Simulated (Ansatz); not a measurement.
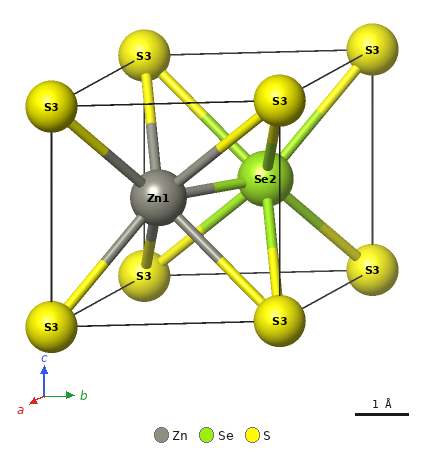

Crystalline ZnSeS (a generated structure, set up in P-6m2) (coarse preliminary run), before the relaxation. Style: ball-and-stick. Shown: the cell of the calculation, slightly off an axis.

Method: Ansatz, DFT PBE, scalar-relativistic, plane waves, PAW.

Input
```yaml
crystal:
  lattice:
    - [4.34245244, 0.0, 0.0]
    - [-2.17122622, 3.76067413, 0.0]
    - [0.0, 0.0, 4.29909725]
  atoms:
    - { symbol: Zn, position: [0.66666667, 0.33333333, 0.5] }
    - { symbol: Se, position: [0.33333333, 0.66666667, 0.5] }
    - { symbol: S, position: [0.0, 0.0, 0.0] }
basis:
  ecutwfc: 420
kpoints:
  mp_grid: { grid: [6, 6, 4] }
hamiltonian:
  xc: pbe
scf:
  occupations: { method: gaussian, width: 0.1 }
  lower_state_search: "off"
output:
  forces: true
  stress: true
  eigenvalues: true
relax:
  adjacent_minimum: "off"
  f_tol: 0.04
  max_steps: 70
  cell: { stress_tol: 0.4 }
```

Run as
```bash
ansatz run input.yaml --threads 1 --pin off --max-ram 2560MiB --backend cpu --events-out ev --progress --plain --runs-dir out
```

### Predict the outcome.

No atom moves by more than 0.005 Å relative to the cell. Cell: a = b 4.342 → 4.220 Å (−2.8 %), c 4.299 → 3.915 Å (−8.9 %). Volume −14.0 %. Some distances before and after: Zn1–S3 3.302 → 3.125 Å, Se2–S3 3.302 → 3.125 Å, Zn1–Se2 2.507 → 2.437 Å. The space group stays P-6m2 (No. 187). After 3 accepted moves (4 points after the start) the energy has fallen by 58.1 meV per atom. All forces vanish by symmetry, so only the cell relaxes. The pressure goes from −5.44 to 0.07 GPa. At 1 point the geometry stayed and the basis and grid were re-selected for the new cell (energy shift of 0.6 meV per atom at most each time). The run took 14 s on 1 thread of Intel(R) Xeon(R) Gold 6455B (Sapphire Rapids), with other jobs on the host, peak memory 0.41 GiB.

Step by step:

```
step  E − E(0), meV/atom  pressure, GPa  volume, Å³/atom                      note
   0                0.00          -5.44           23.402                          
   1              -51.04          -1.72           21.210                          
   2              -58.12           0.69           20.006                          
   3              -58.75           0.08           20.128                          
   4              -58.13           0.07           20.128  same geometry, new basis
```

Final geometry:

```
CELL_PARAMETERS angstrom
4.22033 0.00000 0.00000
-2.11016 3.65491 0.00000
0.00000 0.00000 3.91477
ATOMIC_POSITIONS crystal
Zn 0.66667 0.33333 0.50000
Se 0.33333 0.66667 0.50000
S 0.00000 0.00000 0.00000
```

The end point in the same view:

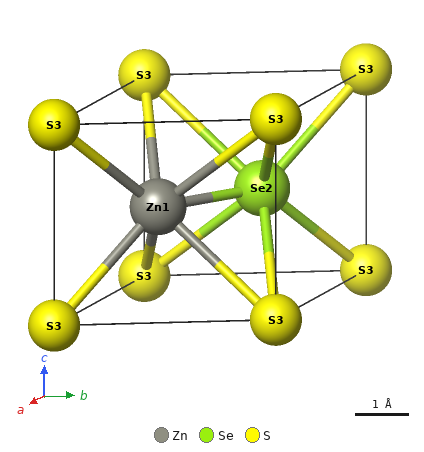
